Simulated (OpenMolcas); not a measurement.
**Multiconfigurational calculation for Mn²⁺ (part 2 of 2)**

The same run, continued: Mn²⁺, among 3 point charges of −3 e at 1.96 Å, trigonal planar (D3h), whose field is part of the energies. Method: state-averaged CASSCF, active space 5 electrons in the shell 3d, basis ANO-RCC-VDZP, DKH2 scalar Hamiltonian, spin-orbit coupling by RASSI with atomic mean-field integrals (OpenMolcas).

The program's output (extracts), continued:
```
--- RASSI ---
SPIN-FREE ENERGIES:
  (Shifted by EMIN (a.u.) =      -1161.5217553715)

 SF State       Relative EMIN(au)   Rel lowest level(eV)    D:o, cm**(-1)      L_eff

     1             0.0000000000        0.0000000000              0.0000         0.0
     2             0.0814460033        2.2162586532          17875.3315         3.1
     3             0.0814460070        2.2162587542          17875.3324         3.1
     4             0.1089153236        2.9637369389          23904.1505         3.7
     5             0.1094127815        2.9772734580          24013.3299         3.7
     6             0.1129280036        3.0729275234          24784.8320         1.9
     7             0.1129280057        3.0729275815          24784.8324         1.9
     8             0.1206275378        3.2824425234          26474.6844         3.3
     9             0.1206275404        3.2824425950          26474.6850         3.3
    10             0.1272006370        3.4613056642          27917.3129         3.6
    11             0.1408053405        3.8315085057          30903.2002         3.9
    12             0.1408053405        3.8315085057          30903.2002         3.9
    13             0.1575063691        4.2859666451          34568.6523         3.0
    14             0.1575063691        4.2859666451          34568.6523         3.0
    26             0.1577325432        4.2921211558          34618.2918         4.9
    27             0.1577325432        4.2921211558          34618.2918         4.9
    28             0.1635165323        4.4495115172          35887.7306         4.5
    29             0.1635165330        4.4495115363          35887.7308         4.5
    15             0.1640996717        4.4653795502          36015.7150         0.9
    16             0.1685352847        4.5860787293          36989.2195         2.2
    30             0.1698600831        4.6221283280          37279.9791         5.3
    31             0.1710853854        4.6554705038          37548.9019         3.7
    32             0.1710853875        4.6554705606          37548.9024         3.7
    33             0.1729053924        4.7049954179          37948.3473         5.2
    34             0.1731496044        4.7116407623          38001.9456         5.2
    35             0.1744391420        4.7467308685          38284.9664         3.4
    36             0.1786800760        4.8621325628          39215.7438         5.1
    37             0.1786800774        4.8621326016          39215.7441         5.1
    38             0.1787110165        4.8629744974          39222.5345         5.5
    39             0.1787110165        4.8629744974          39222.5345         5.5
    40             0.1828971510        4.9768850191          40141.2848         4.2
    41             0.1828971538        4.9768850942          40141.2854         4.2
    42             0.1867233716        5.0810017861          40981.0432         2.5
    43             0.1897115137        5.1623132754          41636.8645         3.2
    44             0.1898343804        5.1656566474          41663.8307         3.2
    45             0.1969036179        5.3580204004          43215.3490         3.1
    46             0.1969036194        5.3580204394          43215.3493         3.1
    47             0.1975995787        5.3769584582          43368.0947         5.9
    48             0.1976112821        5.3772769227          43370.6633         5.9
    49             0.2018470264        5.4925373978          44300.3017         4.6
Eigenvalues of complex Hamiltonian:
   -----------------------------------
  (Shifted by EMIN (a.u.) =      -1161.5217553715)

 SO State       Relative EMIN(au)   Rel lowest level(eV)    D:o, cm**(-1)     J-value

     1            -0.0000707469        0.0000000000              0.0000         2.5
     2            -0.0000707469        0.0000000000              0.0000         2.5
     3            -0.0000683077        0.0000663746              0.5353         2.1
     4            -0.0000683077        0.0000663746              0.5353         2.1
     5            -0.0000634448        0.0001987015              1.6026         1.2
     6            -0.0000634448        0.0001987015              1.6026         1.2
     7             0.0799032433        2.1762031375          17552.2620         2.7
     8             0.0799032433        2.1762031375          17552.2620         2.7
     9             0.0808422008        2.2017534727          17758.3394         3.1
    10             0.0808422008        2.2017534727          17758.3394         3.1
    11             0.0818233341        2.2284514703          17973.6732         3.1
    12             0.0818233341        2.2284514703          17973.6732         3.1
    13             0.0828417281        2.2561633841          18197.1849         2.8
    14             0.0828417281        2.2561633841          18197.1849         2.8
    15             0.1084050327        2.9517763388          23807.6818         2.7
    16             0.1084050327        2.9517763388          23807.6818         2.7
    17             0.1087694343        2.9616922102          23887.6587         3.0
    18             0.1087694343        2.9616922102          23887.6587         3.0
    19             0.1094277739        2.9796065446          24032.1475         3.0
    20             0.1094277739        2.9796065446          24032.1475         3.0
    21             0.1098015578        2.9897777219          24114.1836         2.8
    22             0.1098015578        2.9897777219          24114.1836         2.8
    23             0.1115393308        3.0370649345          24495.5807         1.9
    24             0.1115393308        3.0370649345          24495.5807         1.9
    25             0.1124445175        3.0616963183          24694.2462         2.4
    26             0.1124445175        3.0616963183          24694.2462         2.4
    27             0.1132862185        3.0846001699          24878.9782         2.5
    28             0.1132862185        3.0846001699          24878.9782         2.5
    29             0.1140884752        3.1064306864          25055.0532         2.2
    30             0.1140884752        3.1064306864          25055.0532         2.2
    31             0.1191431233        3.2439746680          26164.4202         3.4
    32             0.1191431233        3.2439746680          26164.4202         3.4
    33             0.1200562874        3.2688231292          26364.8366         3.6
    34             0.1200562874        3.2688231292          26364.8366         3.6
    35             0.1210478824        3.2958058046          26582.4665         3.6
    36             0.1210478824        3.2958058046          26582.4665         3.6
    37             0.1221021286        3.3244933054          26813.8468         3.3
    38             0.1221021286        3.3244933054          26813.8468         3.3
    39             0.1271422019        3.4616406862          27920.0150         4.1
    40             0.1271422019        3.4616406862          27920.0150         4.1
    41             0.1271579944        3.4620704216          27923.4811         3.8
Weights of the five most important spin-orbit-free states for each spin-orbit state.

 SO State  Total energy (au)           Spin-free states, spin, and weights
 -------------------------------------------------------------------------------------------------------
    1        -0.000071       1 2.5  0.9995   15 1.5  0.0003    6 1.5  0.0001    7 1.5  0.0001   18 1.5  0.0000
    2        -0.000071       1 2.5  0.9995   15 1.5  0.0003    6 1.5  0.0001    7 1.5  0.0001   18 1.5  0.0000
    3        -0.000068       1 2.5  0.9995   15 1.5  0.0002    7 1.5  0.0001    6 1.5  0.0001   17 1.5  0.0000
    4        -0.000068       1 2.5  0.9995   15 1.5  0.0002    7 1.5  0.0001    6 1.5  0.0001   17 1.5  0.0000
    5        -0.000063       1 2.5  0.9995    7 1.5  0.0002    6 1.5  0.0002   17 1.5  0.0000   18 1.5  0.0000
    6        -0.000063       1 2.5  0.9995    6 1.5  0.0002    7 1.5  0.0002   17 1.5  0.0000   18 1.5  0.0000
    7         0.079903       2 1.5  0.4991    3 1.5  0.4991    6 1.5  0.0006    7 1.5  0.0006   28 0.5  0.0001
    8         0.079903       2 1.5  0.4991    3 1.5  0.4991    6 1.5  0.0006    7 1.5  0.0006   28 0.5  0.0001
    9         0.080842       2 1.5  0.4987    3 1.5  0.4987    6 1.5  0.0007    7 1.5  0.0007    4 1.5  0.0003
   10         0.080842       2 1.5  0.4987    3 1.5  0.4987    6 1.5  0.0007    7 1.5  0.0007    4 1.5  0.0003
   11         0.081823       3 1.5  0.4988    2 1.5  0.4988    6 1.5  0.0005    7 1.5  0.0005    4 1.5  0.0004
   12         0.081823       3 1.5  0.4988    2 1.5  0.4988    6 1.5  0.0005    7 1.5  0.0005    4 1.5  0.0004
```

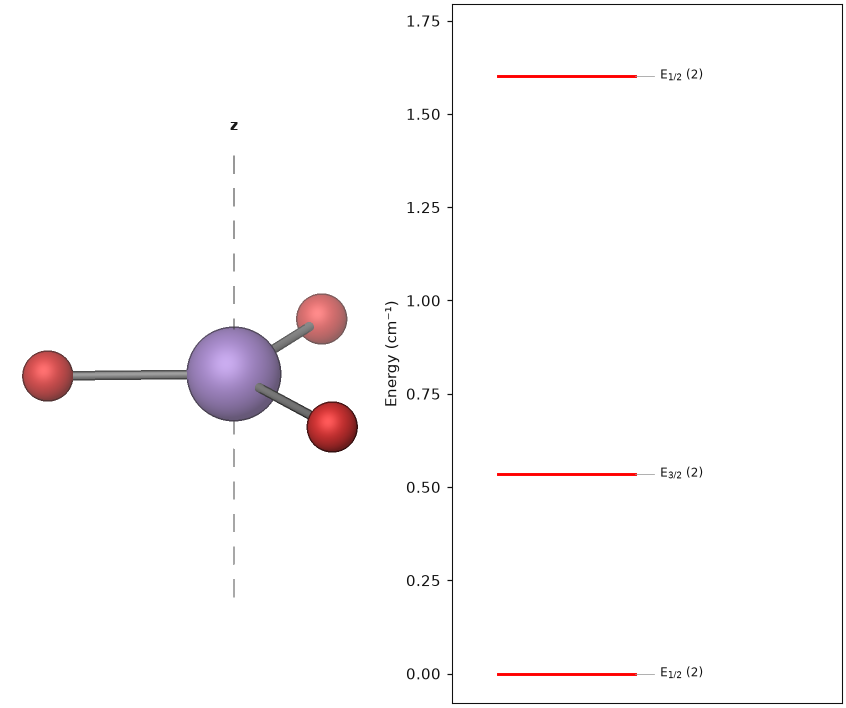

Figure 1. Mn²⁺ (3d⁵) among 3 point charges of −3 e at 1.96 Å, arranged as: trigonal planar (D3h), with its levels. Labels give the representation in O, Td, D4 or D3 as the site allows (double group for half-integer spin) where it could be assigned and, in brackets, the degeneracy; spin-free states, where drawn, share the zero of the spin-orbit levels. The ground level is E₁/₂, a Kramers doublet, 100 % from states of spin multiplicity 6. Its principal g values are 2.00, 6.01 and 6.01, easy-plane. The next level lies at 0.54 cm⁻¹ (E₃/₂).

The input:
```
&GATEWAY
Coord
1

Mn 0.0 0.0 0.0
Basis=ANO-RCC-VDZP
Group=NoSym
NoMove
AngMom=0.0 0.0 0.0
AMFI
XField
3 Angstrom 0
1.960000 0.000000 0.000000 -3.000000
-0.980000 1.697410 0.000000 -3.000000
-0.980000 -1.697410 0.000000 -3.000000
&SEWARD
&RASSCF
FileOrb=start.orb
Symmetry=1
Spin=6
nActEl=5 0 0
Inactive=9
Ras2=5
CIRoot=1 1 1
SDav=1
CIMx=300
Iter=120 100
PrWF=0.3
OrbListing=Nothing
MaxOrb=0
>>> COPY $Project.JobIph JOB001
&RASSCF
FileOrb=start.orb
Symmetry=1
Spin=4
nActEl=5 0 0
Inactive=9
Ras2=5
CIRoot=24 24 1
SDav=24
CIMx=300
Iter=120 100
PrWF=0.3
OrbListing=Nothing
MaxOrb=0
>>> COPY $Project.JobIph JOB002
&RASSCF
FileOrb=start.orb
Symmetry=1
Spin=2
nActEl=5 0 0
Inactive=9
Ras2=5
CIRoot=75 75 1
SDav=75
CIMx=300
Iter=120 100
PrWF=0.3
OrbListing=Nothing
MaxOrb=0
>>> COPY $Project.JobIph JOB003
&RASSI
NrOfJobIphs=3 1 24 75
1
1 2 3 4 5 6 7 8 9 10 11 12 13 14 15 16 17 18 19 20 21 22 23 24
1 2 3 4 5 6 7 8 9 10 11 12 13 14 15 16 17 18 19 20 21 22 23 24 25 26 27
28 29 30 31 32 33 34 35 36 37 38 39 40 41 42 43 44 45 46 47 48 49 50 51
52 53 54 55 56 57 58 59 60 61 62 63 64 65 66 67 68 69 70 71 72 73 74 75
IphNames
JOB001
JOB002
JOB003
EJob
SpinOrbit
DIPRint=1.0
SOCoupling=1000.0
Subsets=2
Property=9
'ANGMOM' 1 'ANGMOM' 2 'ANGMOM' 3 'MLTPL  1' 1 'MLTPL  1' 2 'MLTPL  1' 3
'AMFI' 1 'AMFI' 2 'AMFI' 3
SOProperty=3
'ANGMOM' 1 'ANGMOM' 2 'ANGMOM' 3
```

The file start.orb holds starting orbitals from an earlier step. A driver script formed the levels outside the program, from RASSI's spin-orbit matrix and the active-space energies, averaged over the components of each term or state.

Command:
```bash
OMP_NUM_THREADS=1 MOLCAS_MEM=1689 MOLCAS_PROJECT=a pymolcas a.inp > a.log  # once for each step of the input, in one work folder
```

Summary:

- outcome: converged
- energy of the lowest spin-free term: −1161.52176 hartree
- energy of the lowest spin-orbit level: −1161.52183 hartree
- largest spread among components of a term: 0.0 cm⁻¹
- hardware: 1 CPU thread, shared host
- wall time: 27 s

Notes:

Without dynamic correlation the splittings between terms come out too large, often by 20 to 50 %. To bear in mind: point charges lack covalency, field too small at true ligand charges; small active space favours high spin, ground spin may be wrong.
